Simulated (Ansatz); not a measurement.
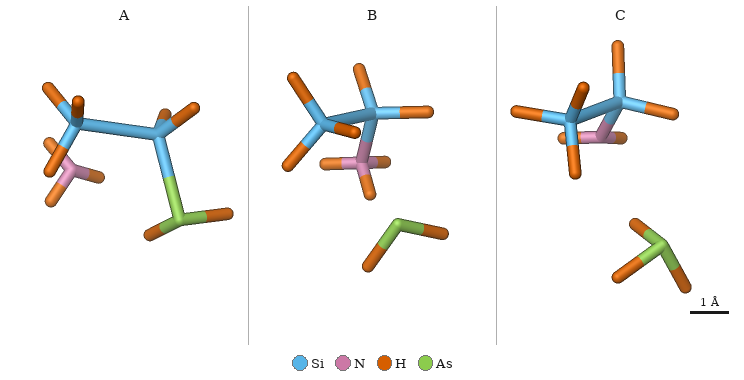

Three geometries of Si2AsNH10: a saddle point and the two minima that it joins, in shuffled order. A stick model, seen from a free direction. Sticks join atoms that are closer than about 1.2 times the sum of their covalent radii (a little more with hydrogen).

Stationary points at PBE0-D4/def2-TZVP, single-point energies with CCSD(T)/CBS, BHLYP-D4, BLYP-D4, B2PLYP, CAM-B3LYP-D4, RPA@PBE (def2-TZVPP where no basis is named; Ansatz 0.2.0). The energies are electronic, without zero-point or thermal terms, and both ends are the minima reached downhill from the saddle, with any fragments still in contact. CCSD(T)/CBS stands for a frozen-core estimate: MP2 correlation extrapolated from def2-TZVPP and def2-QZVPP, CCSD(T) minus MP2 from the smaller set.

**Which frame is the transition state, what reaction does it lead through, and what barrier is to be expected?**

Frame B is the saddle point. Counted by bonded pieces, C holds AsH₃ + Si₂H₇N and A holds NH₃ + Si₂AsH₇. From C over the saddle to A, bonds form: As–Si (4.20 → 3.31 → 2.37 Å), H–N (2.85 → 1.10 → 1.01 Å). Bonds break: N–Si (1.73 → 1.86 → 3.23 Å), As–H (1.52 → 2.18 → 4.10 Å). The saddle has one imaginary mode, 156i cm⁻¹. With CCSD(T)/CBS the barrier is 29.5 kcal/mol from C and 30.9 kcal/mol from A, and A lies 1.4 kcal/mol below C.

| level | barrier from C (kcal/mol) | barrier from A (kcal/mol) | A less C (kcal/mol) |
| --- | --- | --- | --- |
| CCSD(T)/CBS | 29.5 | 30.9 | −1.4 |
| BHLYP-D4 | 32.5 | 32.8 | −0.3 |
| BLYP-D4 | 27.3 | 28.7 | −1.4 |
| B2PLYP | 31.6 | 31.8 | −0.2 |
| CAM-B3LYP-D4 | 32.3 | 31.6 | 0.7 |
| RPA@PBE | 33.7 | 34.2 | −0.5 |

Against CCSD(T)/CBS, B2PLYP comes closest on the barrier from C (+2.1 kcal/mol) and RPA@PBE misses most (+4.2 kcal/mol).

Limits of the set-up: the start holds two separate molecules, 2.8 Å apart at their closest, whose relative position is a soft coordinate.
